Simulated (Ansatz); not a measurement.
## Ni (Fm-3m): the Drude term of Re ε in the infrared

Re ε of Ni (Fm-3m) at low photon energies is read from one computed spectrum; the carriers' damping was typed as γ = 0.05 eV.

It takes space group Fm-3m (No. 225, cubic). The conventional cell has a = 3.524 Å, b = 3.524 Å, c = 3.524 Å, α = 90.00°, β = 90.00°, γ = 90.00°. Ni on site a is surrounded by 12 Ni at 2.49 Å.

Method: Ansatz 0.2.0, PBE, independent particles, k-mesh 22×22×22 with interpolation inside its cells, Gaussian parameter 0.1 eV.

Launch of the response step: `ansatz run input.yaml --threads 4 --pin off --max-ram 8192MiB --backend cpu --events-out ev --progress --plain --runs-dir out`. The run took 44 s, on 4 threads of Arm Neoverse N1 (shared host).

```tsv
photon energy E (eV)	wavelength (µm)	Re ε
0.25	4.96	-723.7
0.30	4.13	?
0.35	3.54	-363.2
0.40	3.10	-272.9
0.50	2.48	-165.6
0.60	2.07	-105.9
0.70	1.77	-72.5
```

A Drude term over a constant background gives Re ε = ε_b − ωp²/(E² + γ²), linear in 1/(E² + γ²).

Working, on the rows shown:

| x = 1/(E² + γ²) (eV⁻²) | y = Re ε |
| --- | --- |
| 15.3846 | -723.7 |
| 8 | -363.2 |
| 6.15385 | -272.9 |
| 3.9604 | -165.6 |
| 2.75862 | -105.9 |
| 2.03046 | -72.5 |

Means: x̄ = 6.3813, ȳ = -283.97. Σ(x − x̄)(y − ȳ) = -5942, Σ(x − x̄)² = 121.6. Slope = -5942 / 121.6 = -48.84; intercept = ȳ − slope · x̄ = 27.714. The line misses the rows shown by at most 1.1.

Task: Fill in the last column of the withheld row.

Result: At x = 10.811 the line gives y = -500.31. The run gave -500.9, so the interpolation is off by 0.59, 0.1 % of the range in the table.

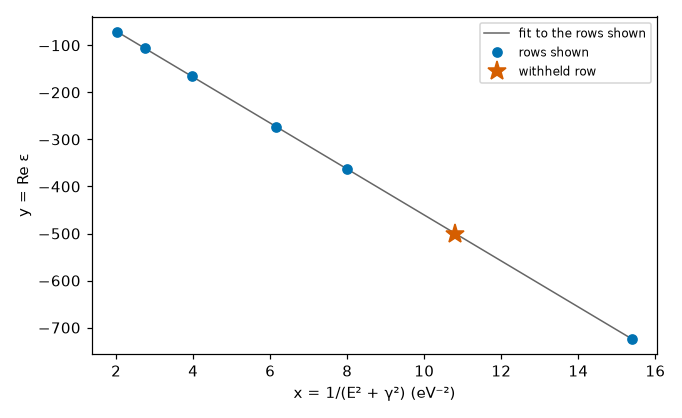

Refitted with all rows, the slope is -48.86 and the intercept 27.743. These give ωp = √(−slope) = 6.99 eV, against 7.01 eV from the program's Fermi-surface sum, and a background ε_b = 27.7 from interband transitions. The values come from a sum over the points of one k-mesh and carry its error, which is largest for Fermi-surface quantities.

[Logs are printed without paths, hosts, clocks, repeated set-up lines and the standing remarks that a program may print on its own settings, such as how far it seeks lower states.]
